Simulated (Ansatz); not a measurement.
# AlFH2OS: basis-set convergence

Aim: see how fast density functionals converge with the basis set for AlFH2OS.

Program: Ansatz 0.2.0, Gaussian basis. Level of theory: one geometry, several basis sets. These are calculated values, not measurements.

Plan: PBE0-D4/def2-SVP; ωB97M-V/def2-SVP; PBE0-D4/def2-QZVPP; ωB97M-V/def2-QZVPP; the functionals' def2-TZVPP values are taken from earlier runs.

### 1 The geometry

The geometry comes from an earlier relaxation with PBE0-D4 in a triple-zeta def2 set; it is a stationary point.

SMILES `[OH][Al]([F])[SH]`, 6 atoms, charge 0, spin multiplicity 1.

Atoms are counted from 1 here; the program's logs count them from 0.

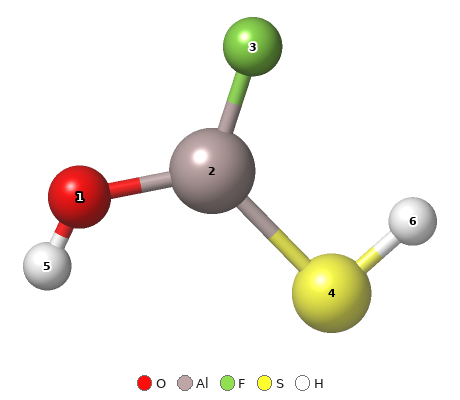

The structure; oxygen red, aluminium light grey, fluorine green, sulfur yellow, hydrogen white; atoms are numbered from 1 in the order of the file.

### 2 PBE0-D4 in def2-SVP

in.yaml reads:

```yaml
crystal:
  periodic: [false, false, false]
  atoms:
    - {symbol: O, position_ang: [1.399563, -0.456348, -1.028912]}
    - {symbol: Al, position_ang: [0.238559, -0.260759, 0.168068]}
    - {symbol: F, position_ang: [0.421348, -1.100986, 1.565665]}
    - {symbol: S, position_ang: [-1.478595, 1.043103, -0.050262]}
    - {symbol: H, position_ang: [1.392230, -0.019295, -1.877868]}
    - {symbol: H, position_ang: [-1.931004, 0.730385, 1.177109]}
basis:
  gaussian: {orbitals: def2-SVP}
hamiltonian: {xc: pbe0, dispersion: d4}
output: {orbitals: {seedname: orbitals}}
```

Further steps of the session: ωB97M-V in def2-SVP; PBE0-D4 in def2-QZVPP; ωB97M-V in def2-QZVPP.

Before running them: what should the planned runs give, taken together? Wanted: PBE0-D4: double and triple zeta above quadruple; ωB97M-V: double and triple zeta above quadruple.

**Answer**, as computed:

| quantity | value |
| --- | --- |
| PBE0-D4: double and triple zeta above quadruple | 13.19, 0.83 eV |
| ωB97M-V: double and triple zeta above quadruple | 13.22, 0.79 eV |

What this shows: PBE0-D4 gains 12.35 eV from double to triple zeta, then 0.83 eV more. Total energies overstate the basis error of differences, where much of it tends to cancel. The LUMO of ωB97M-V is positive and keeps falling with the basis (1.09 to 0.42 eV): an unbound level that the basis holds in place.
